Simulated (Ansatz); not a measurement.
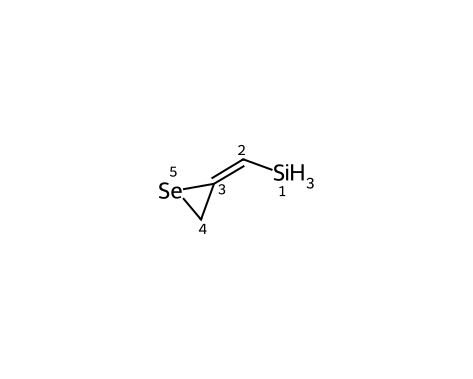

A structural formula, with wedges where it has stereocentres; small numbers name the atoms. The configuration is that of a computed structure (PBE-D4/def2-SVP).

Question: Give the R/S and E/Z labels.

Answer: C2=C3: E.

Question: Give a SMILES with the stereochemistry.

Answer: [SiH3]/C=C1\C[Se]1
